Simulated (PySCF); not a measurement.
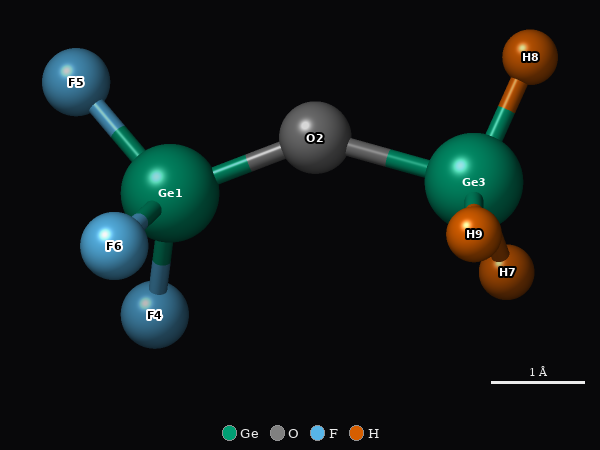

Figure 1. The structure as given in the input (ball-and-stick view, seen at a tilt; atoms are numbered from 1 in the order of the input). Sticks mark near contacts. Bond lengths as drawn: F–Ge 1.65 to 1.71 Å, Ge–H 1.48 to 1.50 Å and Ge–O 1.68 to 1.81 Å.

# Geometry relaxation, with input and output: Ge$_{2}$H$_{3}$OF$_{3}$

The run: geometry relaxation of Ge$_{2}$H$_{3}$OF$_{3}$, SMILES [F][Ge]([F])([F])[O][GeH3]. Method and program: PBE0-D3(BJ)/def2-SVP geometry optimisation, gas phase (PySCF 2.14.0).

## The input
```
{"job": {"xc": "PBE0", "basis": "def2-SVP", "d3": "d3bj", "grid": 2, "kind": "geom", "shake": 0.01}, "charge": 0, "multiplicity": 1}
Ge     1.545462    -0.205110     0.105433
O     -0.070573    -0.126566     0.566393
Ge    -1.739347     0.184133    -0.052163
F      1.851461    -1.195027    -1.221424
F      2.460202    -0.752039     1.368802
F      2.157500     1.325995    -0.350844
H     -1.977008    -0.854466    -1.091119
H     -2.458933     0.008413     1.228670
H     -1.724516     1.591521    -0.562298
```

The first line tells a small driver script what to run in PySCF; the rest is the geometry in Å.

Launch command:
```bash
OMP_NUM_THREADS=1 python <driver script> task.json out
```

## Output
```
step   0  E = -4529.00008067  max force = 0.030936
step   1  E = -4529.00408216  max force = 0.023040
step   2  E = -4529.00690512  max force = 0.006543
step   3  E = -4529.00711372  max force = 0.001596
step   4  E = -4529.00716735  max force = 0.001458
step   5  E = -4529.00736026  max force = 0.002686
step   6  E = -4529.00739595  max force = 0.001382
step   7  E = -4529.00746955  max force = 0.002102
step   8  E = -4529.00746610  max force = 0.006059
step   9  E = -4529.00757554  max force = 0.003709
step  10  E = -4529.00763325  max force = 0.001746
step  11  E = -4529.00773391  max force = 0.001209
step  12  E = -4529.00781270  max force = 0.002367
step  13  E = -4529.00784183  max force = 0.001138
step  14  E = -4529.00785411  max force = 0.000337
optimisation converged
```

## Trajectory as extended XYZ (Å, eV, eV/Å), 11 of the 15 frames kept, from step=0 to step=14
```
9
Properties=species:S:1:pos:R:3:forces:R:3 step=0 energy=-123240.36948
Ge    1.5455   -0.2051    0.1054   -0.5318   1.3110  -1.0037
O    -0.0706   -0.1266    0.5664   -0.6819  -0.0508   0.1509
Ge   -1.7393    0.1841   -0.0522    1.1990   0.0080   0.3325
F     1.8515   -1.1950   -1.2214    0.0955  -0.6791  -0.7990
F     2.4602   -0.7520    1.3688    1.1840  -0.7102   1.5908
F     2.1575    1.3260   -0.3508    0.0433   0.1269   0.0025
H    -1.9770   -0.8545   -1.0911   -0.3241  -0.5430  -0.6399
H    -2.4589    0.0084    1.2287   -0.8317  -0.0980   0.6956
H    -1.7245    1.5915   -0.5623   -0.1524   0.6352  -0.3298
9
Properties=species:S:1:pos:R:3:forces:R:3 step=1 energy=-123240.47837
Ge    1.5644   -0.1943    0.1420    0.4194  -0.8559   0.3850
O    -0.0873   -0.1587    0.6442    0.8428  -0.0405  -0.0842
Ge   -1.7117    0.1610   -0.0361   -0.4427   0.0591  -0.1132
F     1.8156   -1.2482   -1.2282   -0.1448   0.6985   0.8824
F     2.5515   -0.7828    1.4694   -0.8277   0.4990  -1.1848
F     2.1647    1.3533   -0.3022   -0.1135  -0.3290   0.0814
H    -2.0066   -0.8917   -1.1337    0.0867   0.1481   0.1567
H    -2.6397   -0.0014    1.1900    0.1314   0.0386  -0.2115
H    -1.7392    1.6016   -0.6073    0.0483  -0.2178   0.0882
9
Properties=species:S:1:pos:R:3:forces:R:3 step=3 energy=-123240.56086
Ge    1.5446   -0.1998    0.1550    0.0049   0.0145   0.0011
O    -0.0798   -0.1674    0.6788   -0.0450   0.0050   0.0821
Ge   -1.7015    0.1565   -0.0314    0.0156   0.0006  -0.0449
F     1.7631   -1.1946   -1.2174    0.0048  -0.0334  -0.0575
F     2.5430   -0.8004    1.3988    0.0265  -0.0155   0.0162
F     2.1345    1.3465   -0.2726    0.0017   0.0259   0.0004
H    -1.9605   -0.9094   -1.1052   -0.0034  -0.0053  -0.0027
H    -2.6552    0.0362    1.1597   -0.0047   0.0017   0.0063
H    -1.6765    1.5713   -0.6277   -0.0003   0.0065  -0.0010
9
Properties=species:S:1:pos:R:3:forces:R:3 step=4 energy=-123240.56232
Ge    1.5413   -0.2007    0.1590   -0.0236   0.0527  -0.0519
O    -0.0813   -0.1689    0.6916   -0.0270  -0.0009   0.0750
Ge   -1.6980    0.1558   -0.0318    0.0167  -0.0017  -0.0406
F     1.7487   -1.1806   -1.2266    0.0009  -0.0260  -0.0370
F     2.5491   -0.8139    1.3872    0.0431  -0.0308   0.0434
F     2.1285    1.3507   -0.2576   -0.0027   0.0034   0.0088
H    -1.9548   -0.9202   -1.0965   -0.0044  -0.0011  -0.0006
H    -2.6597    0.0518    1.1545   -0.0018   0.0015   0.0044
H    -1.6622    1.5649   -0.6415   -0.0013   0.0029  -0.0015
9
Properties=species:S:1:pos:R:3:forces:R:3 step=6 energy=-123240.56854
Ge    1.5163   -0.1946    0.1771   -0.0309   0.0640  -0.0711
O    -0.0879   -0.1711    0.7776    0.0236  -0.0104  -0.0004
Ge   -1.6703    0.1454   -0.0329   -0.0096  -0.0122   0.0063
F     1.6348   -1.0664   -1.2923   -0.0104   0.0175   0.0205
F     2.5765   -0.9172    1.2965    0.0200  -0.0217   0.0423
F     2.1070    1.3789   -0.1439    0.0036  -0.0374   0.0059
H    -1.9251   -1.0031   -1.0193   -0.0020   0.0051   0.0031
H    -2.6755    0.1652    1.1218    0.0055   0.0015  -0.0017
H    -1.5642    1.5017   -0.7464    0.0003  -0.0064  -0.0048
9
Properties=species:S:1:pos:R:3:forces:R:3 step=7 energy=-123240.57054
Ge    1.5067   -0.1764    0.1782    0.0352  -0.0874   0.1081
O    -0.0855   -0.1600    0.8137   -0.0060   0.0250  -0.0580
Ge   -1.6594    0.1307   -0.0291   -0.0003  -0.0098   0.0260
F     1.5676   -0.9667   -1.3391   -0.0058   0.0131  -0.0305
F     2.5701   -0.9882    1.2378   -0.0356   0.0310  -0.0368
F     2.1342    1.3935   -0.0657    0.0181   0.0240  -0.0092
H    -1.9287   -1.0700   -0.9457   -0.0002  -0.0065   0.0024
H    -2.6701    0.2397    1.1148   -0.0035   0.0067   0.0023
H    -1.5233    1.4365   -0.8266   -0.0020   0.0039  -0.0043
9
Properties=species:S:1:pos:R:3:forces:R:3 step=8 energy=-123240.57045
Ge    1.4889   -0.1445    0.1829    0.1070  -0.3053   0.3116
O    -0.0809   -0.1308    0.8779   -0.0260   0.0666  -0.1518
Ge   -1.6383    0.1047   -0.0221    0.0060  -0.0037   0.0547
F     1.4365   -0.7471   -1.4181   -0.0036  -0.0201  -0.0858
F     2.5383   -1.1363    1.1023   -0.1157   0.1279  -0.1417
F     2.2081    1.3979    0.0963    0.0467   0.1407  -0.0043
H    -1.9452   -1.1915   -0.7810    0.0047  -0.0269   0.0067
H    -2.6530    0.3999    1.0834   -0.0149   0.0092   0.0076
H    -1.4429    1.2868   -0.9835   -0.0042   0.0116   0.0030
9
Properties=species:S:1:pos:R:3:forces:R:3 step=10 energy=-123240.57500
Ge    1.5079   -0.1636    0.1738    0.0301  -0.0898   0.0720
O    -0.0790   -0.1306    0.8190   -0.0135   0.0505  -0.0331
Ge   -1.6592    0.1236   -0.0224    0.0030  -0.0125   0.0138
F     1.5209   -0.8528   -1.3940    0.0004   0.0009  -0.0234
F     2.5401   -1.0858    1.1705   -0.0147   0.0196  -0.0329
F     2.2046    1.3889    0.0284    0.0035   0.0215  -0.0018
H    -1.9599   -1.1409   -0.8371   -0.0033  -0.0052   0.0032
H    -2.6502    0.3407    1.1231   -0.0045   0.0080   0.0033
H    -1.5136    1.3595   -0.9231   -0.0010   0.0070  -0.0011
9
Properties=species:S:1:pos:R:3:forces:R:3 step=11 energy=-123240.57773
Ge    1.5149   -0.1632    0.1649   -0.0187   0.0176  -0.0622
O    -0.0709   -0.0965    0.8066   -0.0020   0.0438   0.0188
Ge   -1.6645    0.1277   -0.0133   -0.0032  -0.0191  -0.0073
F     1.5007   -0.7753   -1.4361    0.0030   0.0116   0.0123
F     2.5084   -1.1702    1.1120    0.0487  -0.0380   0.0321
F     2.2728    1.3673    0.0966   -0.0159  -0.0095   0.0064
H    -1.9966   -1.1846   -0.7357   -0.0083  -0.0013   0.0007
H    -2.6272    0.4319    1.1371   -0.0016  -0.0017   0.0003
H    -1.5260    1.3018   -0.9941   -0.0021  -0.0034  -0.0011
9
Properties=species:S:1:pos:R:3:forces:R:3 step=13 energy=-123240.58067
Ge    1.5206   -0.1440    0.1543   -0.0342   0.0492  -0.0585
O    -0.0569   -0.0330    0.8116    0.0100   0.0312   0.0116
Ge   -1.6658    0.1146    0.0012    0.0003  -0.0045  -0.0067
F     1.4506   -0.5653   -1.5064    0.0128  -0.0107   0.0351
F     2.4518   -1.3192    0.9641    0.0289  -0.0442   0.0134
F     2.3834    1.3275    0.2548   -0.0177  -0.0177   0.0108
H    -2.0484   -1.2795   -0.5138    0.0000   0.0036  -0.0042
H    -2.5934    0.6073    1.1152    0.0004  -0.0046  -0.0017
H    -1.5304    1.1307   -1.1428   -0.0005  -0.0023   0.0001
9
Properties=species:S:1:pos:R:3:forces:R:3 step=14 energy=-123240.58101
Ge    1.5206   -0.1467    0.1579   -0.0062  -0.0043   0.0082
O    -0.0589   -0.0278    0.8096    0.0103   0.0173  -0.0034
Ge   -1.6666    0.1186   -0.0039   -0.0005  -0.0145   0.0017
F     1.4629   -0.5859   -1.4974   -0.0006  -0.0058   0.0024
F     2.4537   -1.3154    0.9790   -0.0141   0.0044  -0.0069
F     2.3773    1.3280    0.2513    0.0015   0.0018   0.0067
H    -2.0433   -1.2727   -0.5311    0.0035   0.0024  -0.0050
H    -2.5990    0.5968    1.1124    0.0017  -0.0018  -0.0021
H    -1.5350    1.1441   -1.1396    0.0043   0.0005  -0.0017
```

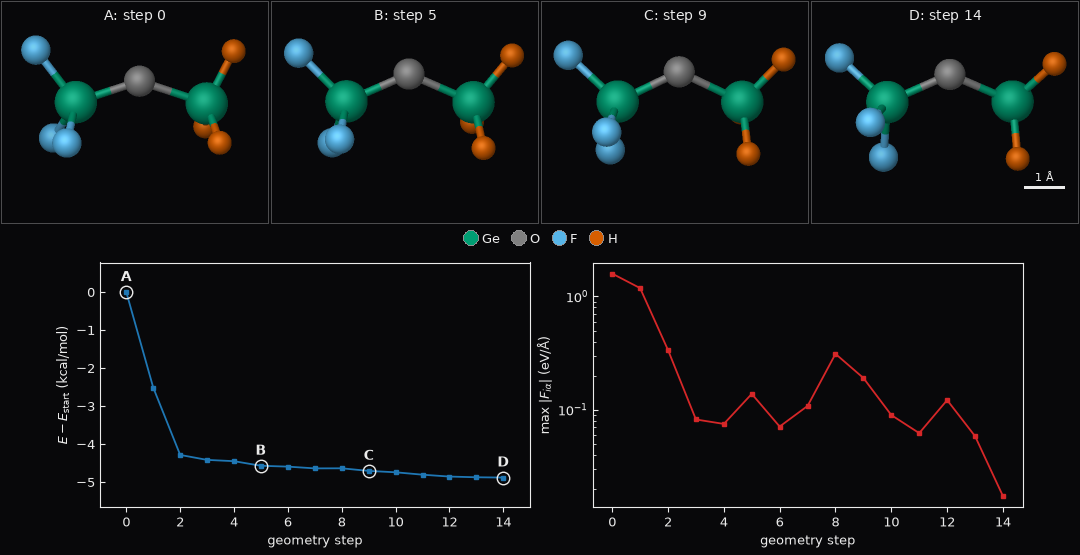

Figure 2. Frames of the relaxation (ball-and-stick view, seen at a tilt) above the curves, on which the letters mark them (steps are counted from 0).

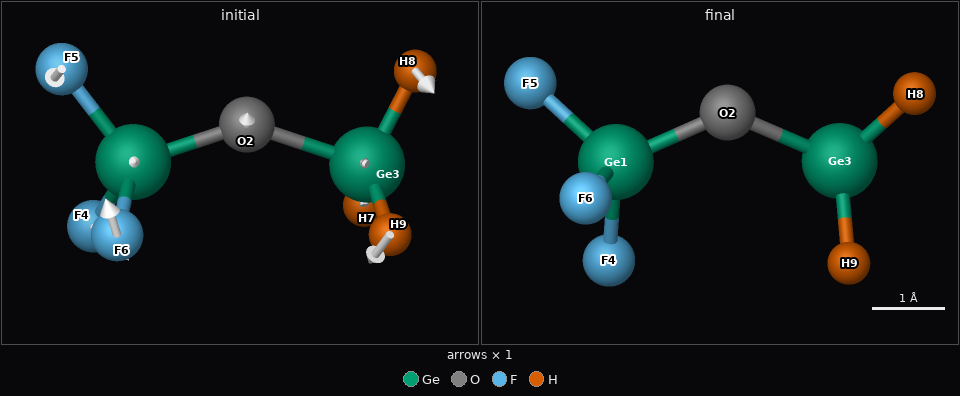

Figure 3. Before (left) and after (right) the relaxation, at one scale (ball-and-stick view, seen at a tilt). The white arrows give the displacements, at true length. Over 14 geometry steps the energy falls by 4.88 kcal/mol. The largest force component goes from 1.6 to 0.017 eV/Å. The atom that moves furthest after the best rigid fit is F4 (0.81 Å). Largest moves by element: F 0.81 Å, H 0.78 Å, O 0.25 Å, Ge 0.13 Å. Among the contacts that change: Ge1–F5 1.653 → 1.706 Å, Ge3–H8 1.480 → 1.531 Å, Ge3–H7 1.488 → 1.535 Å, Ge3–H9 1.497 → 1.536 Å. Among the angles that change: Ge1–O2–Ge3 143.3° → 130.9°, O2–Ge3–H8 97.6° → 103.8°, O2–Ge1–F4 114.7° → 110.7°. (Atoms are counted from 1 in the order of the input.)

## Results in brief

```csv
quantity,value
outcome,converged
total energy,−4529.007854 hartree
dipole moment,3.32 D
point group,C1
hardware,"1 CPU thread, shared host"
wall time,3.8 min
peak memory,0.64 GiB
```
